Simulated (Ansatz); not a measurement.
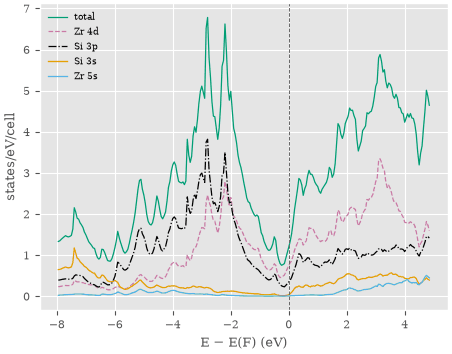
Figure. Total and projected density of states of ZrSi2 in space group Cmcm (No. 63; Si on 4c, Si on 4c, Zr on 4c), DFT-LDA in the program Ansatz with PAW potentials

Problem. Which orbitals carry the states next to the Fermi level?

Solution. Within 0.5 eV of the Fermi level: Zr 4d 54 %, Si 3p 34 %, Si 3s 6 %. Projections are on Löwdin-orthogonalised atomic valence shells; empty p or d shells of many metals are not among them.

Problem. Where is the tallest occupied peak in this window, and what makes it?

Solution. Near -2.8 eV, about 6.8 states/eV per cell; the largest projected share is Si 3p.

Symmetry was held in the LDA relaxation. No spin polarisation was allowed. Spin–orbit coupling is left out wherever it is not named.

Potentials: the later of the program's two PAW sets.
